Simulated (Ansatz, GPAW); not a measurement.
# Cutoff, mesh and smearing for a 6-layer slab of Ir(100)

Wanted: a convergence study on the slab a 6-layer slab of Ir(100).

Method: Ansatz plane waves; slab in vacuum with a dipole correction, relaxation, in the first sound run; inputs show where later runs differ, in GPAW 26.7.0 and Ansatz 0.2.0.

## Step 1: The starting structure

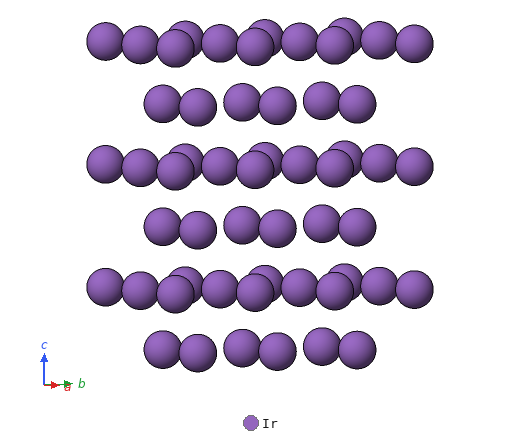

Start, viewed from the side, with the c axis up; iridium purple. 2×3×1 cells are drawn. Some periodic images of atoms are drawn too.

The cell holds 6 atoms: 6 Ir. Cell: a = 2.715 Å, b = 2.715 Å, c = 23.600 Å, α = 90.0°, β = 90.0°, γ = 90.0°. Vacuum lies along c.

## Step 2: Relaxation

The atoms are relaxed first, since the surface dipole, and with it the work function, follows the positions of the outer layers. The lowest 3 atoms are held at bulk positions and keep their forces.

input.yaml reads:

```yaml
crystal:
  lattice:
    - [2.7152900398, 0.0, 0.0]
    - [0.0, 2.7152900398, 0.0]
    - [0.0, 0.0, 23.6]
  atoms:
    - { symbol: Ir, position: [0.5, 0.5, 0.2966101695] }
    - { symbol: Ir, position: [0.0, 0.0, 0.3779661017] }
    - { symbol: Ir, position: [0.5, 0.5, 0.4593220339] }
    - { symbol: Ir, position: [0.0, 0.0, 0.5406779661] }
    - { symbol: Ir, position: [0.5, 0.5, 0.6220338983] }
    - { symbol: Ir, position: [0.0, 0.0, 0.7033898305] }
kpoints:
  mp_grid: { grid: [12, 12, 1] }
hamiltonian:
  xc: pbe
scf:
  occupations: { method: fermi_dirac, width: 0.1 }
efield:
  axis: 3
  dipole_correction: true
  ramp_width: 0.05
relax:
  f_tol: 0.02
  max_steps: 60
  constraints: [{ sites: [0, 1, 2] }]
output:
  write_potential: true
  write_density: true
  volumetric_format: npy
```

Run with:

```bash
ansatz run input.yaml --threads 4 --pin off --max-ram 8192MiB --backend cpu --events-out ev --progress --plain --runs-dir out
```

Numbers of over 12 decimals in the logs are rounded to 6 here.

Output:

```text
Engine: ansatz 0.2.0, aarch64-unknown-linux-gnu
Pseudopotentials: kind: paw
Pseudopotential: Ir, paw, valence charge 17, recommended cutoff 420 eV (normal), Ir.paw.azcp
Functional definition: PBE
  parameter kappa = 0.804
  parameter beta = 0.066725
  exchange = pbe_x(kappa = kappa, mu = beta*pi^2/3)
  correlation = pbe_c(beta = beta)
Crystal: 6 atoms, lattice volume = 173.998 Å³
Basis set: ecut = 420 eV, 3459 PW (Γ), exchange–correlation on 40×40×320 points (8 copies of the dense FFT grid, shifted against one another)
Bands: 62, of which v1, the nominal top of the filled ones, is band 51 counted from 1 (50 counted from 0)
Symmetry: 8 space group operations
k-points: 28 of 144
Non-local potential: Ir, projectors of the file, l = 0: 3, l = 1: 2, l = 2: 2, l = 3: 1
PAW form: soft (Blöchl's): semilocal exchange-correlation on the pseudo side does not see the compensation charge
PAW one-centre angular grid: Ir, 590 points (default); XC on 64 Gauss nodes
Initial density: superposition of atomic densities (neutral atoms: chi_scale 0, normalization atom), corrected by the library's trained network
Initial wavefunctions: pseudopotential atomic-orbital guess
Functional: x = pbe(κ = 0.804, μ = 0.219515), c = pbe(β = 0.066725)
SCF iter   1: F=—  HF=-71609.333074 eV  |F-HF|=—  |Δ(HF+E_count)|=         —  Δρ=1.30e-2  dr2=4.66e0  ethr=1.77e-3  p=0.000 e·Å  D=8.52e-14 V/Å  ΔV_dip=-0.00 eV  dr2_dipole=1.49e-7  V_vac-E_F(+/−)=5.06/5.06 eV  ⟨swp⟩=7.4  Hψ=7358  notcnv=0  defer=12
efield: sawtooth ramp at fractional position 0.9750 (placed from the atoms, in the widest stretch of the axis that holds none; the zero of the levels goes with the place), width 0.0500; the density the first Hamiltonian is built on has a dipole p = 0.000 e·Å; the dipole correction subtracts the counter field D = 8.52e-14 V/Å, which shifts the + side's vacuum level by -0.00 eV against the − side's; the planar-averaged density in the ramp window peaks in size at 6.5e-5 e/Å³
preconditioner: auto → LDOS  [metal: Δε(μ)=0.006 eV  Ē_g=6.478 eV  σ=0.100 eV  W_gap=0.01  n_scr=46 (ndim 8)  ℏωp=20.7 eV  f_vac=0.452  D(μ)=5.99/eV (n_scr^D=46)  β→1.0]
SCF iter   2: F=—  HF=-71609.258601 eV  |F-HF|=—  |Δ(HF+E_count)|=   7.45e-2  Δρ=4.76e-3  dr2=2.39e-1  ethr=1.77e-3  p=-0.000 e·Å  D=-6.20e-5 V/Å  ΔV_dip=0.00 eV  dr2_dipole=7.61e-8  V_vac-E_F(+/−)=5.58/5.58 eV  ⟨swp⟩=2.4  Hψ=2129  notcnv=0  defer=23
SCF iter   3: F=—  HF=-71609.252382 eV  |F-HF|=—  |Δ(HF+E_count)|=   6.22e-3  Δρ=1.84e-3  dr2=1.61e-2  ethr=2.34e-4  p=-0.000 e·Å  D=-1.34e-5 V/Å  ΔV_dip=0.00 eV  dr2_dipole=3.34e-8  V_vac-E_F(+/−)=5.47/5.47 eV  ⟨swp⟩=2.0  Hψ=2407  notcnv=0  defer=24
SCF iter   4: F=—  HF=-71609.249131 eV  |F-HF|=—  |Δ(HF+E_count)|=   3.25e-3  Δρ=3.84e-4  dr2=5.01e-4  ethr=1.58e-5  p=-0.000 e·Å  D=-1.35e-5 V/Å  ΔV_dip=0.00 eV  dr2_dipole=6.86e-9  V_vac-E_F(+/−)=5.52/5.52 eV  ⟨swp⟩=2.5  Hψ=2619  notcnv=0  defer=24
SCF iter   5: F=—  HF=-71609.249272 eV  |F-HF|=—  |Δ(HF+E_count)|=   1.41e-4  Δρ=1.10e-4  dr2=6.21e-5  ethr=4.92e-7  p=-0.000 e·Å  D=-4.76e-6 V/Å  ΔV_dip=0.00 eV  dr2_dipole=6.66e-11  V_vac-E_F(+/−)=5.54/5.54 eV  ⟨swp⟩=2.9  Hψ=2910  notcnv=0  defer=23
SCF iter   6: F=-71609.249269 eV  HF=-71609.249272 eV  |F-HF|=2.81e-6  |Δ(HF+E_count)|=   6.08e-7  Δρ=4.18e-5  dr2=6.21e-6  ethr=9.80e-9  p=-0.000 e·Å  D=-1.82e-6 V/Å  ΔV_dip=0.00 eV  dr2_dipole=8.73e-12  V_vac-E_F(+/−)=5.55/5.55 eV  ⟨swp⟩=14.4  Hψ=16973  notcnv=0
SCF 1 converged in 6 iterations: F = -71609.249269 eV  dr2 = 6.21e-6
  greatest PAW one-centre occupation: 1.000 electrons in one spin orbital (limit 2), on the Ir atom at site 3 (counted from 0), in its partial waves of l = 0
relax step   1: F+E_penalty+E_count = -71609.24926908 eV  Δ(F+E_penalty+E_count) = +0.000e0 eV  max|allowed force component| = 1.029e0 eV/Å  Δτ_max = 0.0000 Å  (6 SCF iters, dr2 threshold 1.00e-5 eV, accepted)
Initial density: handed on by an earlier stage of this run
Initial wavefunctions: those handed on with the density
iter 1 solved again at ethr=1.30e-4 eV; its pass at ethr=3.10e-3 eV (dr2=1.33e-1 eV) is discarded
SCF iter   1: F=—  HF=-71609.228522 eV  |F-HF|=—  |Δ(HF+E_count)|=         —  Δρ=1.02e-2  dr2=1.35e-1  ethr=1.30e-4  p=-0.000 e·Å  D=-2.73e-6 V/Å  ΔV_dip=0.00 eV  dr2_dipole=1.40e-2  V_vac-E_F(+/−)=5.55/5.55 eV  ⟨swp⟩=1.9  Hψ=7110  notcnv=0  defer=15
efield: sawtooth ramp at fractional position 0.9750 (handed on by an earlier solve), width 0.0500; the density the first Hamiltonian is built on has a dipole p = -0.000 e·Å; the dipole correction subtracts the counter field D = -2.73e-6 V/Å, which shifts the + side's vacuum level by +0.00 eV against the − side's; the planar-averaged density in the ramp window peaks in size at 5.4e-6 e/Å³
preconditioner: auto → LDOS  [metal: Δε(μ)=0.031 eV  Ē_g=6.546 eV  σ=0.100 eV  W_gap=0.08  n_scr=46 (ndim 8)  ℏωp=20.7 eV  f_vac=0.450  D(μ)=6.31/eV (n_scr^D=54)  β→1.0]
SCF iter   2: F=—  HF=-71609.226017 eV  |F-HF|=—  |Δ(HF+E_count)|=   2.51e-3  Δρ=2.92e-3  dr2=3.47e-2  ethr=1.30e-4  p=0.000 e·Å  D=4.92e-4 V/Å  ΔV_dip=-0.01 eV  dr2_dipole=7.79e-3  V_vac-E_F(+/−)=5.52/5.53 eV  ⟨swp⟩=2.0  Hψ=2727  notcnv=0  defer=15
SCF iter   3: F=—  HF=-71609.221106 eV  |F-HF|=—  |Δ(HF+E_count)|=   4.91e-3  Δρ=1.34e-3  dr2=7.85e-3  ethr=3.40e-5  p=-0.001 e·Å  D=-1.55e-3 V/Å  ΔV_dip=0.04 eV  dr2_dipole=3.49e-5  V_vac-E_F(+/−)=5.58/5.54 eV  ⟨swp⟩=3.0  Hψ=3175  notcnv=0  defer=15
SCF iter   4: F=—  HF=-71609.219216 eV  |F-HF|=—  |Δ(HF+E_count)|=   1.89e-3  Δρ=2.88e-4  dr2=1.69e-4  ethr=7.70e-6  p=-0.001 e·Å  D=-8.64e-4 V/Å  ΔV_dip=0.02 eV  dr2_dipole=4.38e-6  V_vac-E_F(+/−)=5.56/5.54 eV  ⟨swp⟩=2.6  Hψ=2971  notcnv=0  defer=16
SCF iter   5: F=-71609.219188 eV  HF=-71609.219217 eV  |F-HF|=2.88e-5  |Δ(HF+E_count)|=   1.42e-6  Δρ=6.93e-5  dr2=2.76e-5  ethr=6.49e-8  p=-0.001 e·Å  D=-1.05e-3 V/Å  ΔV_dip=0.02 eV  dr2_dipole=7.83e-6  V_vac-E_F(+/−)=5.56/5.53 eV  ⟨swp⟩=12.7  Hψ=18201  notcnv=0
SCF 2 converged in 5 iterations: F = -71609.219188 eV  dr2 = 2.76e-5
  greatest PAW one-centre occupation: 1.000 electrons in one spin orbital (limit 2), on the Ir atom at site 4 (counted from 0), in its partial waves of l = 0
relax step   2: F+E_penalty+E_count = -71609.21918821 eV  Δ(F+E_penalty+E_count) = +3.008e-2 eV  max|allowed force component| = 1.318e0 eV/Å  Δτ_max = 0.1912 Å  (5 SCF iters, dr2 threshold 6.62e-5 eV, rejected (line search))
SCF iter   1: F=—  HF=-71609.295996 eV  |F-HF|=—  |Δ(HF+E_count)|=         —  Δρ=6.21e-3  dr2=4.01e-2  ethr=4.83e-4  p=-0.001 e·Å  D=-1.04e-3 V/Å  ΔV_dip=0.02 eV  dr2_dipole=3.47e-3  V_vac-E_F(+/−)=5.56/5.53 eV  ⟨swp⟩=5.1  Hψ=4814  notcnv=0  defer=21
efield: sawtooth ramp at fractional position 0.9750 (handed on by an earlier solve), width 0.0500; the density the first Hamiltonian is built on has a dipole p = -0.001 e·Å; the dipole correction subtracts the counter field D = -1.04e-3 V/Å, which shifts the + side's vacuum level by +0.02 eV against the − side's; the planar-averaged density in the ramp window peaks in size at 6.9e-6 e/Å³
preconditioner: auto → LDOS  [metal: Δε(μ)=0.025 eV  Ē_g=6.543 eV  σ=0.100 eV  W_gap=0.06  n_scr=46 (ndim 8)  ℏωp=20.7 eV  f_vac=0.452  D(μ)=6.25/eV (n_scr^D=54)  β→1.0]
SCF iter   2: F=—  HF=-71609.294986 eV  |F-HF|=—  |Δ(HF+E_count)|=   1.01e-3  Δρ=1.60e-3  dr2=1.09e-2  ethr=3.93e-5  p=-0.001 e·Å  D=-1.02e-3 V/Å  ΔV_dip=0.02 eV  dr2_dipole=9.56e-4  V_vac-E_F(+/−)=5.58/5.55 eV  ⟨swp⟩=2.2  Hψ=3050  notcnv=0  defer=21
SCF iter   3: F=—  HF=-71609.293817 eV  |F-HF|=—  |Δ(HF+E_count)|=   1.17e-3  Δρ=8.92e-4  dr2=3.06e-3  ethr=1.07e-5  p=0.000 e·Å  D=1.25e-4 V/Å  ΔV_dip=-0.00 eV  dr2_dipole=2.07e-5  V_vac-E_F(+/−)=5.54/5.54 eV  ⟨swp⟩=3.0  Hψ=3301  notcnv=0  defer=21
SCF iter   4: F=—  HF=-71609.293044 eV  |F-HF|=—  |Δ(HF+E_count)|=   7.73e-4  Δρ=1.98e-4  dr2=9.49e-5  ethr=3.00e-6  p=-0.000 e·Å  D=-2.66e-4 V/Å  ΔV_dip=0.01 eV  dr2_dipole=1.38e-5  V_vac-E_F(+/−)=5.55/5.54 eV  ⟨swp⟩=2.4  Hψ=2690  notcnv=0  defer=21
SCF iter   5: F=—  HF=-71609.293082 eV  |F-HF|=—  |Δ(HF+E_count)|=   3.74e-5  Δρ=5.10e-5  dr2=6.55e-6  ethr=9.31e-8  p=-0.000 e·Å  D=-3.25e-4 V/Å  ΔV_dip=0.01 eV  dr2_dipole=7.03e-8  V_vac-E_F(+/−)=5.55/5.55 eV  ⟨swp⟩=2.8  Hψ=3352  notcnv=0  defer=21
SCF iter   6: F=—  HF=-71609.293084 eV  |F-HF|=—  |Δ(HF+E_count)|=   2.26e-6  Δρ=1.73e-5  dr2=1.01e-6  ethr=6.42e-9  p=-0.000 e·Å  D=-3.41e-4 V/Å  ΔV_dip=0.01 eV  dr2_dipole=8.98e-8  V_vac-E_F(+/−)=5.55/5.55 eV  ⟨swp⟩=2.4  Hψ=2926  notcnv=0  defer=21
SCF iter   7: F=-71609.293085 eV  HF=-71609.293085 eV  |F-HF|=2.40e-7  |Δ(HF+E_count)|=   8.33e-7  Δρ=6.75e-6  dr2=7.45e-8  ethr=9.80e-11  p=-0.000 e·Å  D=-3.45e-4 V/Å  ΔV_dip=0.01 eV  dr2_dipole=1.90e-8  V_vac-E_F(+/−)=5.55/5.55 eV  ⟨swp⟩=10.3  Hψ=15207  notcnv=0
SCF 3 converged in 7 iterations: F = -71609.293085 eV  dr2 = 7.45e-8
relax step   3: F+E_penalty+E_count = -71609.29308509 eV  Δ(F+E_penalty+E_count) = -4.382e-2 eV  max|allowed force component| = 1.114e-1 eV/Å  Δτ_max = 0.0814 Å  (7 SCF iters, accepted)
[...]
relax step   4: F+E_penalty+E_count = -71609.29360445 eV  Δ(F+E_penalty+E_count) = -5.194e-4 eV  max|allowed force component| = 1.960e-2 eV/Å  Δτ_max = 0.0099 Å  (5 SCF iters, dr2 threshold 7.76e-7 eV, accepted)
iter 1 solved again at ethr=5.36e-11 eV; its pass at ethr=3.10e-3 eV (dr2=5.47e-8 eV) is discarded
SCF iter   1: F=—  HF=-71609.293580 eV  |F-HF|=—  |Δ(HF+E_count)|=         —  Δρ=4.47e-6  dr2=5.47e-8  ethr=5.36e-11  p=-0.000 e·Å  D=-4.42e-4 V/Å  ΔV_dip=0.01 eV  dr2_dipole=1.61e-8  V_vac-E_F(+/−)=5.56/5.55 eV  ⟨swp⟩=1.0  Hψ=4256  notcnv=0  defer=22
efield: sawtooth ramp at fractional position 0.9750 (handed on by an earlier solve), width 0.0500; the density the first Hamiltonian is built on has a dipole p = -0.000 e·Å; the dipole correction subtracts the counter field D = -4.42e-4 V/Å, which shifts the + side's vacuum level by +0.01 eV against the − side's; the planar-averaged density in the ramp window peaks in size at 6.4e-6 e/Å³
preconditioner: auto → LDOS  [metal: Δε(μ)=0.014 eV  Ē_g=6.539 eV  σ=0.100 eV  W_gap=0.04  n_scr=46 (ndim 8)  ℏωp=20.7 eV  f_vac=0.451  D(μ)=6.26/eV (n_scr^D=54)  β→1.0]
SCF iter   2: F=-71609.293604 eV  HF=-71609.293604 eV  |F-HF|=1.62e-8  |Δ(HF+E_count)|=   2.49e-5  Δρ=2.39e-6  dr2=2.56e-8  ethr=5.36e-11  p=-0.000 e·Å  D=-4.33e-4 V/Å  ΔV_dip=0.01 eV  dr2_dipole=8.76e-10  V_vac-E_F(+/−)=5.56/5.55 eV  ⟨swp⟩=11.4  Hψ=13310  notcnv=0
SCF 5 converged in 2 iterations: F = -71609.293604 eV  dr2 = 2.56e-8
relax step   5: F+E_penalty+E_count = -71609.29360448 eV  Δ(F+E_penalty+E_count) = -3.200e-8 eV  max|allowed force component| = 1.951e-2 eV/Å  Δτ_max = 0.0000 Å  (2 SCF iters, accepted)
NSCF: frozen V_eff on 28 k-points
the band table was solved once a step of the walk had ended and its energy, with any forces and stress, was formed, with the checks that follow a solve (8739 applications of the Hamiltonian). They found nothing against the state; the energy, forces and stress were not computed again (output.eigenvalues in the input reference)
WARN: The output density's exchange-correlation potential varies sharply where the density is thin. Do not read a vacuum level from v_tot or v_xc, or from such a field of the output density. On a cell that repeats whose density bears no net charge and no dipole along the vacuum's axis use v_es (v_loc + v_h of the components); under efield.dipole_correction with no amplitude use v_es + v_field, which holds any externa [...]
SCF converged after 2 iterations
Free energy (F): -71609.293604 eV
Harris-Foulkes:  -71609.293604 eV  (|F-HF|=1.62e-8)
Internal energy: -71609.084047 eV  (E = F + TS)
E sigma→0 (E₀):  -71609.188826 eV
Entropy (-TS):   -0.209558 eV (-34.926 meV/atom)
Fermi energy:    9.699694 eV
Dipole field:    D = -0.000475 V/Å  (p = -0.000457 e·Å, saw-weighted, corrected)
Work function:   Φ+ = 5.5560 eV   Φ− = 5.5448 eV
Levels:          The Fermi level and band energies are counted from a zero that moves with the ramp; work functions are not
--- Per-component energies (eV) ---
  E_band       = -2101.078573
  E_kinetic    = 3731.824965
  E_local      = -138750.205710  (includes V_loc(G=0)·N_el)
  E_nonlocal   = 437.642746
  E_hartree    = 67833.000594
  E_xc         = -1603.609127
  E_vxc        = -1794.772370  (∫ρ·V_xc dr)
  E_paw        = -55340.600989  (= ΣΔE_a)
  E_vpaw       = -1391.568730  (= ΣTr[D̂ρ^β])
  E_aug_tail   = 0.000335  (compensation charges beyond the density's cutoff)
  E_efield     = 0.000000  (sawtooth field / dipole correction)
  E_vefield    = 0.001078  (∫n·V_field dr)
  E_ewald      = 52082.863138
  E_smearing   = -0.209558  (= −TS)
  E_closure    = 0.000000  (closes the sum)
  Σ components = -71609.293604   (vs F -71609.293604, Δ=0.00e0)
--- Forces (eV/Å), atoms counted from 1 ---
  atom   1  Ir    -0.00000000     0.00000000     0.66903453
  atom   2  Ir    -0.00000000     0.00000000    -0.91388829
  atom   3  Ir    -0.00000000     0.00000000     0.24038627
  atom   4  Ir    -0.00000000     0.00000000     0.01951279
  atom   5  Ir     0.00000000     0.00000000    -0.00936886
  atom   6  Ir    -0.00000000     0.00000000    -0.00569677
  max |Σ_I F_I| component: 2.03e-5 eV/Å
--- Band table (eV; the first three rows and the last of 28) ---
  k-point 0: bands = [... 47 lower, 8.7578, 9.0059, 9.0793, 9.0793, 9.5805, 10.1523, 10.2926, 10.2926, ... 7 higher]
  k-point 1: bands = [... 47 lower, 8.5417, 8.8321, 9.0021, 9.3491, 9.4906, 9.6984, 9.7811, 10.1335, ... 7 higher]
  k-point 2: bands = [... 47 lower, 8.4922, 8.5757, 8.7132, 8.7324, 9.3516, 9.3645, 9.6783, 10.1424, ... 7 higher]
  k-point 27: bands = [... 47 lower, 10.3751, 11.1770, 11.2368, 11.2643, 11.3482, 11.8871, 12.0007, 12.6686, ... 7 higher]
--- Relaxed structure (5 steps of the walk, 4 accepted, 0 SCFs on fresh bases) ---
  F+E_penalty+E_count = -71609.29360448 eV   max|allowed force component| = 1.951e-2 eV/Å
  atoms:
    - { symbol: Ir, position: [0.5, 0.5, 0.2966101695] }
    - { symbol: Ir, position: [0.0, 0.0, 0.3779661017] }
    - { symbol: Ir, position: [0.5, 0.5, 0.4593220339] }
    - { symbol: Ir, position: [0, 0.0, 0.542455] }
    - { symbol: Ir, position: [0.5, 0.5, 0.625518] }
    - { symbol: Ir, position: [0, 0.0, 0.703781] }
```

Run time: 33 s. Hardware: 4 threads of Arm Neoverse V1, shared host; peak memory 0.61 GiB.

The steps of the relaxation:

```tsv
step	energy less that of the first step (eV)	largest force component (eV/Å)
1	0.0000	1.0294
2	0.0301	1.3178
3	-0.0438	0.1114
4	-0.0443	0.0196
5	-0.0443	0.0195
```

Relaxation step 2 was tried and not accepted.

Forces are held to the 8 operations that the run works with; a distortion that breaks them can't arise in this run.

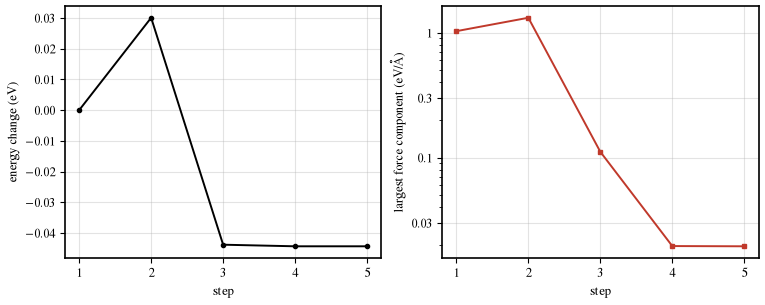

Energy and largest force along the relaxation.

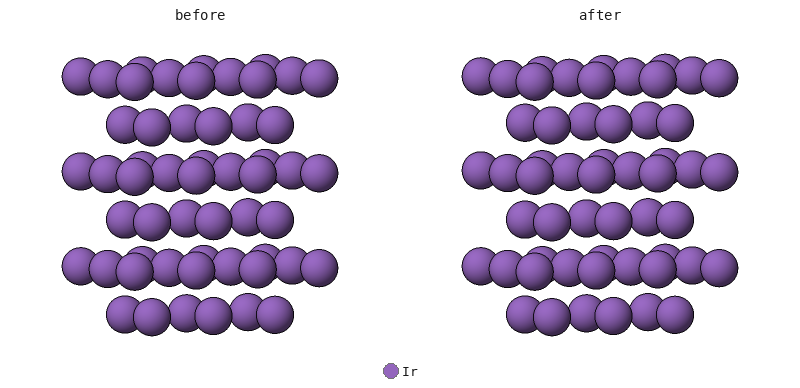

The structure before and after the relaxation, drawn at the same scale.

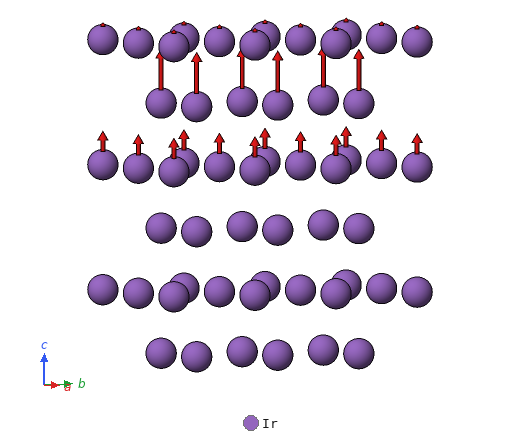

Displacements in the relaxation, exaggerated; the longest in the cell stands for 0.08 Å. 2×3×1 cells are drawn. Some periodic images of atoms are drawn too.

The atoms that moved most (Å):

```tsv
atom	dx	dy	dz	length
Ir5	0.000	0.000	0.082	0.082
Ir4	0.000	0.000	0.042	0.042
Ir6	0.000	0.000	0.009	0.009
```

The relaxed structure:

```xyz
6
Lattice="2.7153 0.0000 0.0000 0.0000 2.7153 0.0000 0.0000 0.0000 23.6000" Properties=species:S:1:pos:R:3
Ir    1.3576    1.3576    7.0000
Ir    0.0000    0.0000    8.9200
Ir    1.3576    1.3576   10.8400
Ir    0.0000    0.0000   12.8019
Ir    1.3576    1.3576   14.7622
Ir    0.0000    0.0000   16.6092
```

Numbers from this step:

| Item | Value |
| --- | --- |
| free energy | -71609.2936 eV |
| smearing term TS | 0.2096 eV |
| symmetry operations | 8 |
| upper work function | 5.556 eV |
| lower work function | 5.545 eV |
| dipole along the normal | -4.57e-4 e·Å |
| dipole field | -4.75e-4 V/Å |
| vacuum level above | 15.26 eV |
| vacuum level below | 15.24 eV |

The electrostatic potential energy of an electron (with the applied field's), less the Fermi level, planar mean oscillates, so the rows of the table below give means over windows of 1.92 Å about each position, cut where the curve ends. Its maxima inside the range that stand out by 2 % of the span (Å: eV): 8.0: -4.56, 9.9: -4.95, 11.8: -4.32, 13.7: -4.55, 15.6: -6.06. Its minima: 7.1: -20.2, 8.8: -20.8, 10.8: -20.8, 12.8: -20.9, 14.8: -21.1, 16.7: -20.3.

Table of electrostatic potential energy of an electron (with the applied field's), less the Fermi level, planar mean by z; means over each step:

```tsv
z (Å)	electrostatic potential energy of an electron (with the applied field's), less the Fermi level, planar mean (eV)
0.96	5.55
2.88	5.54
4.80	5.07
6.72	-11.2
8.64	-13.4
10.56	-13.5
12.48	-13.2
14.40	-13.3
16.32	-13.3
18.24	3.17
20.16	5.54
22.08	5.56
```

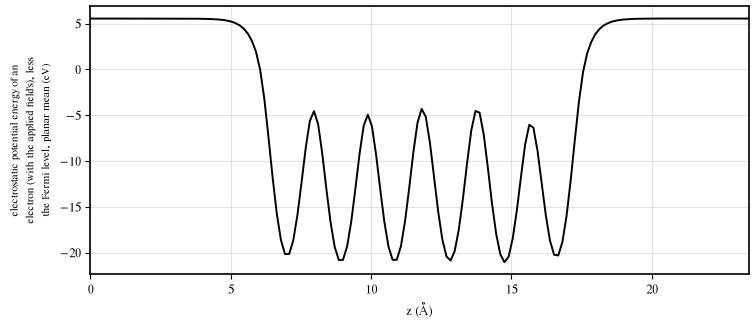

Electrostatic potential energy of an electron (with the applied field's), less the Fermi level, planar mean, plotted against z.

The valence density, planar mean oscillates, so the rows of the table below give means over windows of 1.92 Å about each position, cut where the curve ends. Its maxima inside the range that stand out by 2 % of the span (Å: e/Å³): 6.9: 1.92, 8.8: 1.94, 10.8: 1.94, 12.8: 1.95, 14.8: 1.97, 16.7: 1.93. Its minima: 8.0: 0.507, 9.9: 0.507, 11.8: 0.475, 13.7: 0.487, 15.6: 0.574.

Table of valence density, planar mean by z; means over each step:

```tsv
z (Å)	valence density, planar mean (e/Å³)
2.88	1.0e-4
4.80	0.0199
6.72	1.10
8.64	1.20
10.56	1.20
12.48	1.18
14.40	1.19
16.32	1.21
18.24	0.107
20.16	5.1e-4
22.08	2.7e-6
```

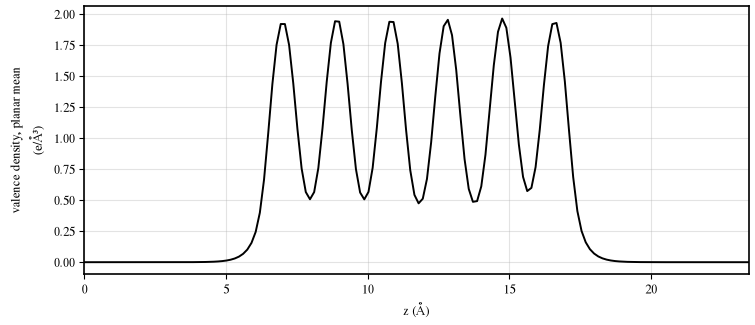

Valence density, planar mean against z.

The relaxation lowered the energy of the cell by 0.0443 eV.

[end of part 1 of 3]

[Logs are printed without paths, hosts, clocks, repeated set-up lines and the standing remarks that a program may print on its own settings, such as how far it seeks lower states.]

[Hosts, paths, dates, database ids (printed as entryN), source tags and the programs' standing remarks are cut or masked in the printed files.]
